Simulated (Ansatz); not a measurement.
Take the following structure.

```xyz
2
Lattice="2.4294 0.0000 0.0000 -1.2147 2.1040 0.0000 0.0000 0.0000 3.9179" Properties=species:S:1:pos:R:3 pbc="T T T"
Co    0.0000    1.4026    2.9384
Co    1.2147    0.7013    0.9795
```

### Work out the structure from the coordinates.

The element is cobalt. The symmetry is that of P6_3/mmc (No. 194), on a primitive hexagonal lattice. Its structure type: hexagonal close-packed (Mg type). The cell holds two atoms. Each Co atom is coordinated by twelve Co in an anticuboctahedral arrangement at 2.41 to 2.43 Å. The bonds build a three-dimensional framework.

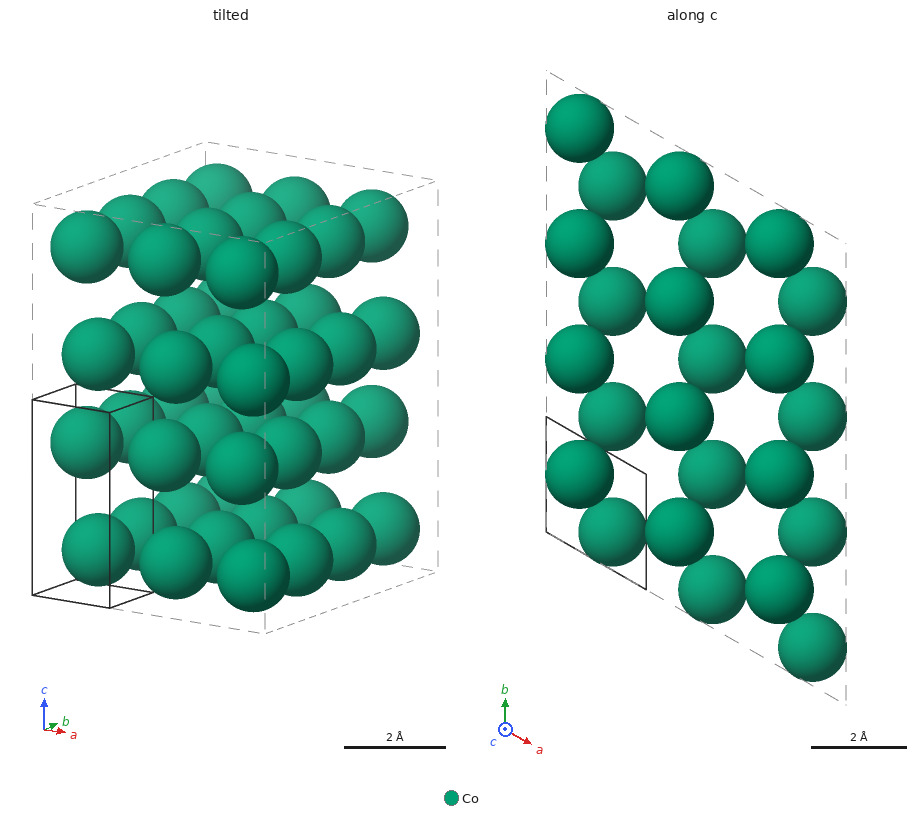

The crystal in a spheres-only representation, seen slightly off an axis and along the c axis. Shown are 3×4×2 repeats of the conventional unit cell, one of them outlined in solid lines. Colours: cobalt teal.

Source of the structure: the standard structure of this element. Earlier steps of the study may have refined or changed the cell and positions. An electronic-structure calculation with Ansatz was run on it.

At this level of theory the cell isn't at rest (stretched, at -12 GPa), so its distances can differ from those at equilibrium, the more so the softer the solid.
